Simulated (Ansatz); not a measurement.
# CH6GeO2: small, medium and large basis sets

How large a basis does CH6GeO2 need? Two functionals are run in growing sets.

Computed with Ansatz 0.2.0, Gaussian basis. Level: one geometry, several basis sets.

Plan: PBE0-D4/def2-SVP; ωB97M-V/def2-SVP; PBE0-D4/def2-QZVPP; ωB97M-V/def2-QZVPP; the functionals' def2-TZVPP values are taken from earlier runs.

### Step 1. Structure used throughout

All runs share one geometry, relaxed beforehand with PBE0-D4 in a triple-zeta def2 set.

SMILES `O[CH2][GeH2][OH]`, 10 atoms, charge 0, spin multiplicity 1.

Atoms are counted from 1 here; the program's logs count them from 0.

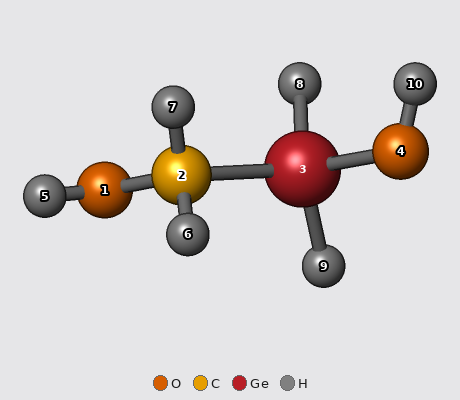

The structure; oxygen orange, carbon amber, germanium red, hydrogen grey; atoms are numbered from 1 in the order of the file.

As a file:

```
O    -1.9493    0.3626   -0.0999
C    -0.5878    0.7300   -0.2233
Ge    0.4875   -0.7884    0.4095
O     2.2118   -0.3325    0.2741
H    -2.4982    1.1038   -0.3666
H    -0.3355    1.6078    0.3847
H    -0.3108    0.9529   -1.2621
H     0.2204   -2.0420   -0.4478
H     0.2512   -1.0565    1.9014
H     2.5939   -0.5886   -0.5670
```

### Step 2. PBE0-D4 in def2-SVP

File in.yaml:

```yaml
crystal:
  periodic: [false, false, false]
  atoms:
    - {symbol: O, position_ang: [-1.949324, 0.362571, -0.099915]}
    - {symbol: C, position_ang: [-0.587827, 0.729993, -0.223341]}
    - {symbol: Ge, position_ang: [0.487497, -0.788436, 0.409480]}
    - {symbol: O, position_ang: [2.211808, -0.332534, 0.274096]}
    - {symbol: H, position_ang: [-2.498185, 1.103840, -0.366574]}
    - {symbol: H, position_ang: [-0.335480, 1.607802, 0.384741]}
    - {symbol: H, position_ang: [-0.310757, 0.952916, -1.262108]}
    - {symbol: H, position_ang: [0.220417, -2.042027, -0.447805]}
    - {symbol: H, position_ang: [0.251162, -1.056531, 1.901447]}
    - {symbol: H, position_ang: [2.593888, -0.588595, -0.567024]}
basis:
  gaussian: {orbitals: def2-SVP}
hamiltonian: {xc: pbe0, dispersion: d4}
output: {orbitals: {seedname: orbitals}}
```

On the command line:

```sh
$ ansatz run in.yaml --threads 4 --pin off --events-out ev --progress --plain --max-ram 10444MiB
```

Log:

```text
Functional definition: PBE0
  name "PBE0"
  cite "Adamo & Barone, J. Chem. Phys. 110, 6158 (1999) doi:10.1063/1.478522"
  cite "Perdew, Burke & Ernzerhof, Phys. Rev. Lett. 77, 3865 (1996) doi:10.1103/PhysRevLett.77.3865"
  parent pbe
  parameter a = 0.25
  parameter kappa = 0.804
  parameter beta = 0.06672455060314922
  exchange = (1 - a)*pbe_x(kappa = kappa, mu = beta*pi^2/3) + a*exact_x
  correlation = pbe_c(beta = beta)
1028 factors; integrals over basis functions are off by at most 1.3e-3 eV
mean field evaluation 1: about -61716.0580 eV, gradient 6.2e1 eV
mean field evaluation 2: about -61707.4677 eV, gradient 9.2e1 eV
mean field evaluation 4: about -61722.9208 eV, gradient 3.9e0 eV
mean field evaluation 8: about -61723.0795 eV, gradient 2.7e-1 eV
mean field evaluation 16: about -61723.0796 eV, gradient 2.6e-5 eV
mean field -61723.07960572 eV, -2268.2813381042 hartree, gradient 2.5e-5 eV, S^2 0.000000; 0 other end points of the search recorded, 0 dependent functions left out
reference -61723.07963122 eV, -2268.2813390411 hartree; 30, 30 occupied and 74, 74 virtual orbitals, 1028 factors
Total energy: -61723.21544700 eV, -2268.2863301790 hartree
```

Wall time 0.95 s (4 threads of AMD EPYC 7B13, shared host).

### Step 3. ωB97M-V in def2-SVP

in.yaml: that of step 2 with these lines changed.

```diff
@@ -15,3 +15,3 @@
   gaussian: {orbitals: def2-SVP}
-hamiltonian: {xc: pbe0, dispersion: d4}
+hamiltonian: {xc: {name: wB97M-V}}
 output: {orbitals: {seedname: orbitals}}
```

Same command.

Log, shortened:

```text
Functional definition: wB97M-V
  name "wB97M-V"
  cite "Mardirossian & Head-Gordon, J. Chem. Phys. 144, 214110 (2016) doi:10.1063/1.4952647"
  cite "Becke, J. Chem. Phys. 107, 8554 (1997) doi:10.1063/1.475007"
  cite "Vydrov & Van Voorhis, J. Chem. Phys. 133, 244103 (2010) doi:10.1063/1.3521275"
  # Of w^i u^j: cxij and so on, Table III.
[...]
  gx(w, u) = 1 - cx + cx01*u + cx10*w
  gss(w, u) = css00 + css04*u^4 + css10*w + css20*w^2 + css43*w^4*u^3
  gos(w, u) = cos00 + cos10*w + (cos20 + cos21*u)*w^2 + (cos60 + cos61*u)*w^6
[...]
      + integral(e_c_pw_mod_opposite_spin*gos(b97_w_opposite, b97_u_opposite)) + vv10(b, c)
1028 factors; integrals over basis functions are off by at most 1.3e-3 eV
274 factors; integrals over basis functions are off by at most 7.8e-6 eV
[...]
mean field -61730.57868482 eV, -2268.5569241781 hartree, gradient 6.2e-5 eV, S^2 0.000000; 0 other end points of the search recorded, 0 dependent functions left out
reference -61730.57872586 eV, -2268.5569256861 hartree; 30, 30 occupied and 74, 74 virtual orbitals, 1028 factors
Total energy: -61730.57872586 eV, -2268.5569256861 hartree
```

Wall time 3.1 s (4 threads of AMD EPYC 7B13, shared host); peak memory 0.32 GiB.

### Step 4. PBE0-D4 in def2-QZVPP

in.yaml: that of step 3 with these lines changed.

```diff
@@ -14,4 +14,4 @@
 basis:
-  gaussian: {orbitals: def2-SVP}
-hamiltonian: {xc: {name: wB97M-V}}
+  gaussian: {orbitals: "def2-QZVPP.json"}
+hamiltonian: {xc: pbe0, dispersion: d4}
 output: {orbitals: {seedname: orbitals}}
```

Same command.

Log:

```text
Functional definition: PBE0
  name "PBE0"
  cite "Adamo & Barone, J. Chem. Phys. 110, 6158 (1999) doi:10.1063/1.478522"
  cite "Perdew, Burke & Ernzerhof, Phys. Rev. Lett. 77, 3865 (1996) doi:10.1103/PhysRevLett.77.3865"
  parent pbe
  parameter a = 0.25
  parameter kappa = 0.804
  parameter beta = 0.06672455060314922
  exchange = (1 - a)*pbe_x(kappa = kappa, mu = beta*pi^2/3) + a*exact_x
  correlation = pbe_c(beta = beta)
1467 factors; their error is unknown
mean field evaluation 1: about -61728.8946 eV, gradient 7.4e1 eV
mean field evaluation 2: about -61713.9820 eV, gradient 1.2e2 eV
mean field evaluation 4: about -61738.0135 eV, gradient 6.4e0 eV
mean field evaluation 8: about -61738.2314 eV, gradient 5.4e-1 eV
mean field evaluation 16: about -61738.2316 eV, gradient 3.1e-5 eV
mean field -61738.23156334 eV, -2268.8381622764 hartree, gradient 3.1e-5 eV, S^2 0.000000; 0 other end points of the search recorded, 0 dependent functions left out
reference -61738.23160022 eV, -2268.8381636317 hartree; 30, 30 occupied and 410, 410 virtual orbitals, 1467 factors
Total energy: -61738.36741600 eV, -2268.8431547696 hartree
```

Run time: 6 s. Hardware: 4 threads of AMD EPYC 7B13, shared host; peak memory 1.5 GiB.

### Step 5. ωB97M-V in def2-QZVPP

in.yaml: that of step 4 with these lines changed.

```diff
@@ -15,3 +15,3 @@
   gaussian: {orbitals: "def2-QZVPP.json"}
-hamiltonian: {xc: pbe0, dispersion: d4}
+hamiltonian: {xc: {name: wB97M-V}}
 output: {orbitals: {seedname: orbitals}}
```

Launched as before.

Log, shortened:

```text
Functional definition: wB97M-V
  name "wB97M-V"
  cite "Mardirossian & Head-Gordon, J. Chem. Phys. 144, 214110 (2016) doi:10.1063/1.4952647"
  cite "Becke, J. Chem. Phys. 107, 8554 (1997) doi:10.1063/1.475007"
  cite "Vydrov & Van Voorhis, J. Chem. Phys. 133, 244103 (2010) doi:10.1063/1.3521275"
  # Of w^i u^j: cxij and so on, Table III.
[...]
  gx(w, u) = 1 - cx + cx01*u + cx10*w
  gss(w, u) = css00 + css04*u^4 + css10*w + css20*w^2 + css43*w^4*u^3
  gos(w, u) = cos00 + cos10*w + (cos20 + cos21*u)*w^2 + (cos60 + cos61*u)*w^6
[...]
      + integral(e_c_pw_mod_opposite_spin*gos(b97_w_opposite, b97_u_opposite)) + vv10(b, c)
1455 factors; their error is unknown
354 factors; integrals over basis functions are off by at most 6.2e-6 eV
[...]
mean field -61745.87677583 eV, -2269.1191186532 hartree, gradient 1.4e-5 eV, S^2 0.000000; 0 other end points of the search recorded, 0 dependent functions left out
reference -61745.87683471 eV, -2269.1191208171 hartree; 30, 30 occupied and 410, 410 virtual orbitals, 1455 factors
Total energy: -61745.87683471 eV, -2269.1191208171 hartree
```

Run time: 12 s. Hardware: 4 threads of AMD EPYC 7B13, shared host; peak memory 1.8 GiB.

### Step 6. Functionals by basis

The def2-TZVPP values come from earlier runs at the same geometry.

```tsv
functional	basis	functions	energy (eV)	from the largest (eV)	HOMO (eV)	LUMO (eV)
PBE0-D4	def2-SVP	104	-61723.2154	15.152	-7.73	0.65
PBE0-D4	def2-TZVPP	225	-61736.8215	1.546	-7.92	0.19
PBE0-D4	def2-QZVPP	440	-61738.3674	0.000	-7.98	-0.08
ωB97M-V	def2-SVP	104	-61730.5787	15.298	-10.00	2.48
ωB97M-V	def2-TZVPP	225	-61744.3656	1.511	-10.21	1.85
ωB97M-V	def2-QZVPP	440	-61745.8768	0.000	-10.27	1.38
```

### Step 7. Outcome

```
                                       quantity           value
PBE0-D4: double and triple zeta above quadruple  15.15, 1.55 eV
ωB97M-V: double and triple zeta above quadruple  15.30, 1.51 eV
```

For PBE0-D4 the step from double to triple zeta gains 13.61 eV and the next only 1.55 eV. Total energies overstate the basis error of differences, where much of it tends to cancel. The LUMO of ωB97M-V is positive and keeps falling with the basis (2.48 to 1.38 eV): an unbound level that the basis holds in place.

For PBE0-D4 the largest set took about 6 times as long as the smallest (6 s against 0.95 s).
